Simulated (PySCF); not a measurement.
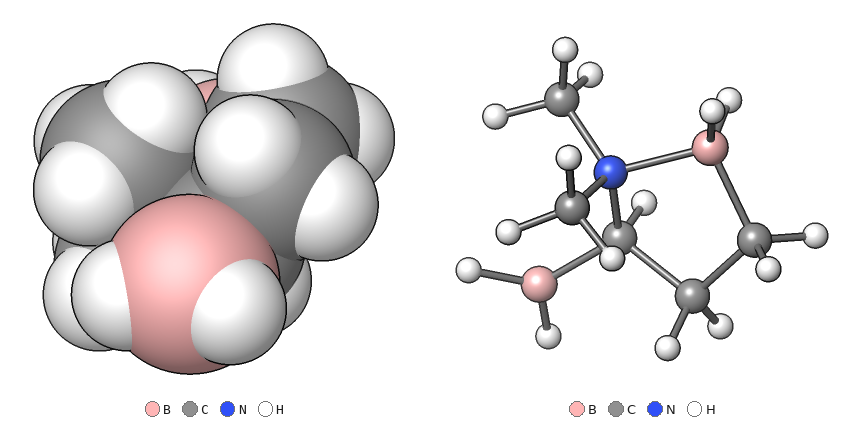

Two views of one molecule.

Computed geometry: PBE0-D3(BJ)/def2-SVP optimisation. No frequency run is at hand to confirm it as a minimum.

> What is the molecular formula?

C5H15B2N, 23 atoms: 5 carbon, 15 hydrogen, 2 boron and 1 nitrogen.

> Count the bonded pairs by element.

11 C–H, 4 B–H, 3 C–N, 2 C–B, 2 C–C, 1 B–N.

> Does it have rings?

Independent rings (smallest set): 1 of 5 members.

> Which point group does it belong to?

C1.

> What is its SMILES?

B[C@@H]1CC[BH2-][N+]1(C)C

The parts below concern this one geometry. Atoms keep their numbers from picture to picture.

## Shape

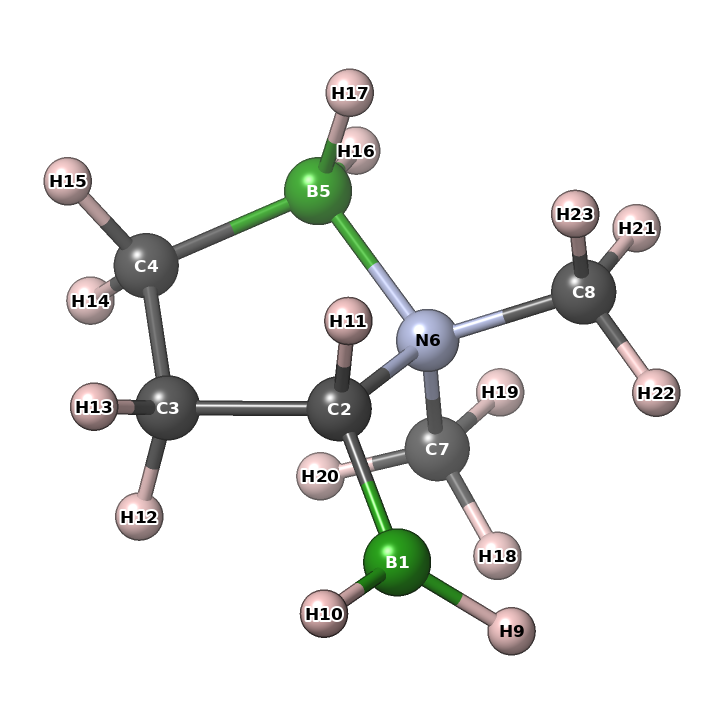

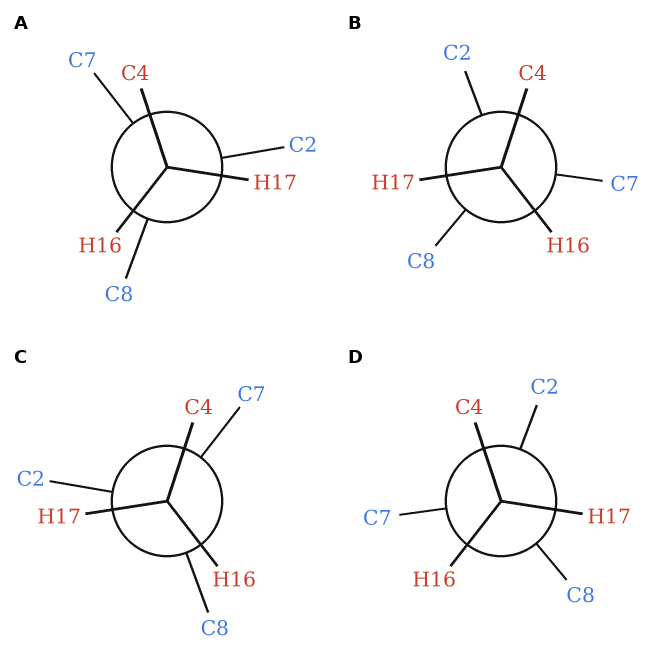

Atoms fade into the background with distance from the viewer. Bonds that would overlap in a projection are set slightly apart. No frequency run is at hand to confirm it as a minimum.

> Which Newman projection shows the view along B5–N6, with B5 in front?

B. The torsion angle C4–B5–N6–C2 is −39°, synclinal (gauche).

## Core levels

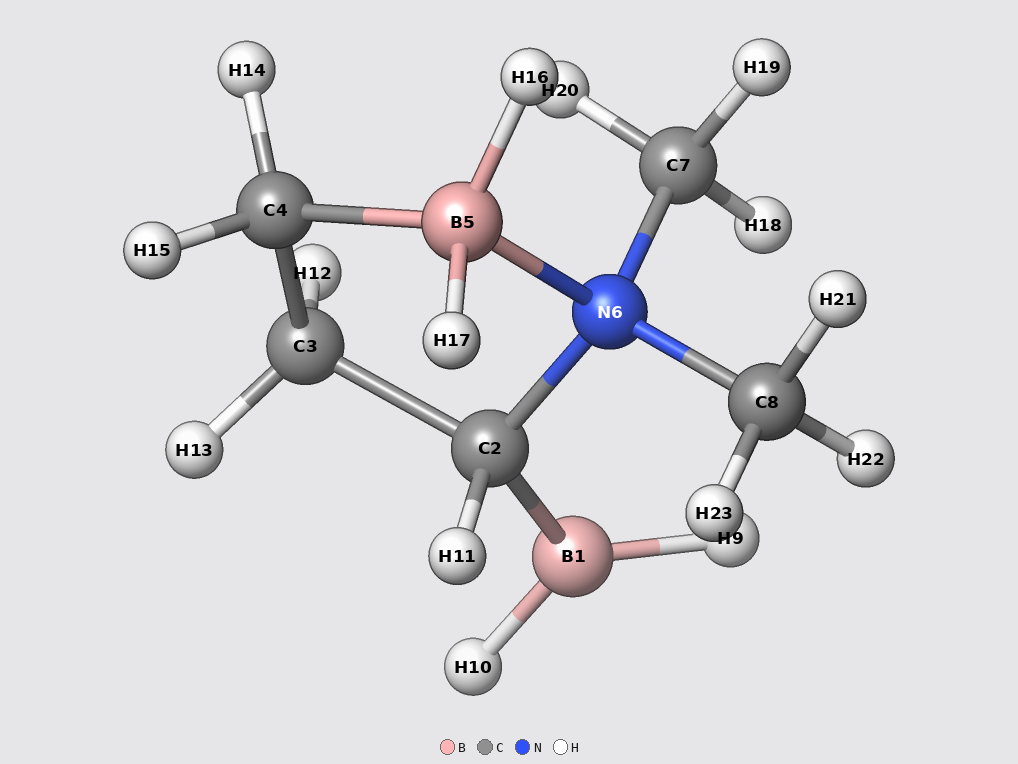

No frequency run is at hand to confirm it as a minimum. Properties computed with delta-SCF UKS SCAN, pcX-2 on the ionised atom, pcseg-1 elsewhere, spin-free X2C (PySCF 2.14.0).

Give the core-electron binding energies (to vacuum) of B1 1s, C2 1s, C3 1s, C4 1s, B5 1s, N6 1s, C7 1s, C8 1s.

| atom | level | binding energy (eV) |
| --- | --- | --- |
| B1 | 1s | 195.7 |
| C2 | 1s | 291.2 |
| C3 | 1s | 290.5 |
| C4 | 1s | 289.0 |
| B5 | 1s | 193.3 |
| N6 | 1s | 406.4 |
| C7 | 1s | 291.8 |
| C8 | 1s | 291.9 |

## Charges

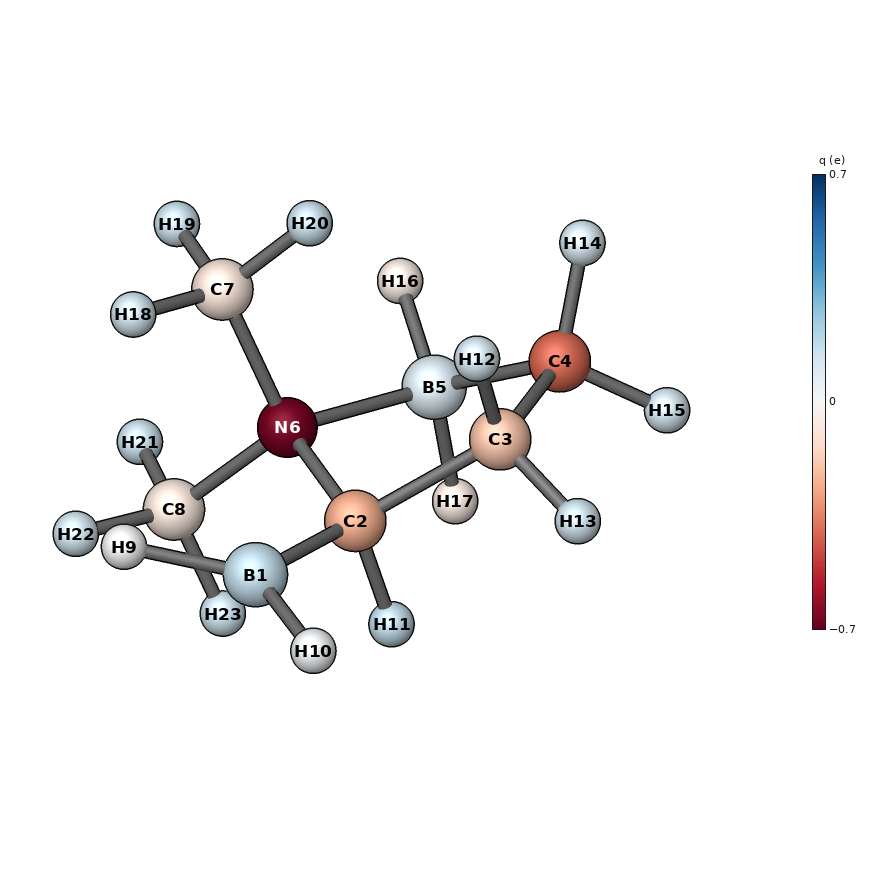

Atoms are coloured by their Mulliken charges. No frequency run is at hand to confirm it as a minimum. Level of theory: PBE0/pcSseg-1, gas phase (PySCF 2.14.0).

List the Mulliken charges.

| atom | value (e) |
| --- | --- |
| B1 | 0.17 |
| C2 | −0.25 |
| C3 | −0.19 |
| C4 | −0.40 |
| B5 | 0.10 |
| N6 | −0.67 |
| C7 | −0.08 |
| C8 | −0.07 |
| H9 | 0.01 |
| H10 | 0.02 |
| H11 | 0.17 |
| H12 | 0.11 |
| H13 | 0.13 |
| H14 | 0.11 |
| H15 | 0.12 |
| H16 | −0.05 |
| H17 | −0.06 |
| H18 | 0.13 |
| H19 | 0.14 |
| H20 | 0.15 |
| H21 | 0.15 |
| H22 | 0.13 |
| H23 | 0.14 |

## Ring current

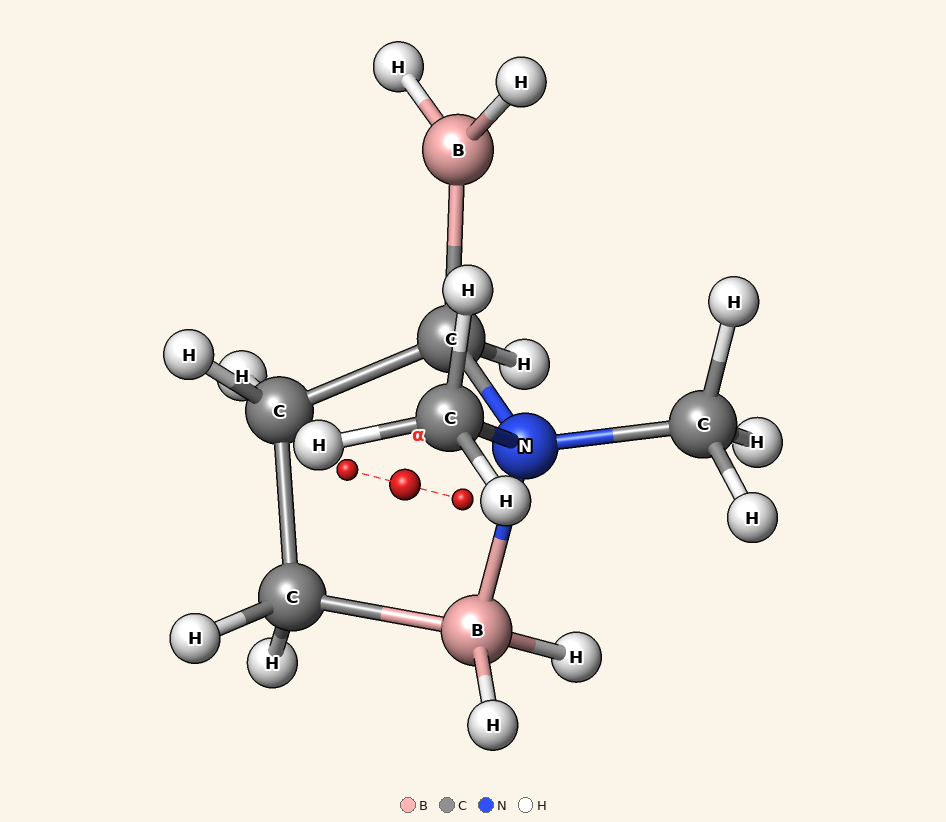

The small points mark where nucleus-independent chemical shifts (NICS) were computed: at the centre of each lettered ring and 1 Å above and below it. No frequency run is at hand to confirm it as a minimum. Method: GIAO PBE0/pcSseg-1 NMR shielding, non-relativistic, gas phase (PySCF 2.14.0).

Give NICS(0), NICS(1) and the out-of-plane component NICS(1)zz for each ring (means of the two sides).

```
ring  members  NICS(0)  NICS(1)  NICS(1)zz
   α     C3BN     −5.5     −3.4       −4.2
```

Values in ppm.

> What do the values say about the ring currents?

Ring α: weak, as in a non-aromatic ring. NICS is one index among several.

## Electronic properties

No frequency run is at hand to confirm it as a minimum. Level of theory: CAM-B3LYP/def2-SVPD, gas phase (PySCF 2.14.0). Excitations: vertical, linear response.

What does the calculation give?

- dipole moment: 3.84 D
- HOMO energy (Kohn–Sham orbital): −8.70 eV
- LUMO energy (Kohn–Sham orbital): −0.80 eV
- HOMO–LUMO gap: 7.90 eV
- mean static polarisability: 95.4 bohr³
- lowest vertical singlet excitation: 5.38 eV
- its oscillator strength: 0.002
- brightest of the 10 lowest singlets: 7.20 eV
- its oscillator strength: 0.03

Mulliken values depend strongly on the basis set and can even reverse the polarity of a bond.
